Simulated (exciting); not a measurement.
Two BSE runs for the Si K edge of SiO2 (Quartz), space group P3_121. Run A: exciting, all-electron LAPW+lo, LDA, exchange and screened direct term (singlet BSE), 3×3×3 shifted k points, 38 conduction bands, |G+q| up to 3 bohr⁻¹, full RPA screening with nempty = 70, Lorentzian half width 0.45 eV. Run B has a fault in its input.

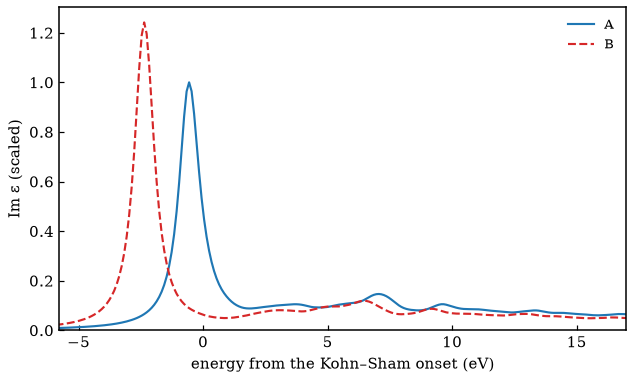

Energy from the Kohn–Sham onset, core level to the lowest empty state found on the meshes used; one zero for both, scaled to A's maximum.

**Question.** What most likely went wrong in run B?

Far too few empty states in the screening (empty states in the screening from 70 to 8). The spectrum differs from run A by 128 % r.m.s. Moving the earlier curve by -1.8 eV leaves 22 %. The highest maximum lies at -2.4 eV (1.24), against -0.6 eV (1.00). The first bright state moves from -0.65 to -2.44 eV. Too few states underscreen, so the attraction is too strong. Other settings could leave a like mark; this is the change that was made.

[Hosts, paths, dates, database ids (printed as entryN), source tags and the programs' standing remarks are cut or masked in the printed files.]
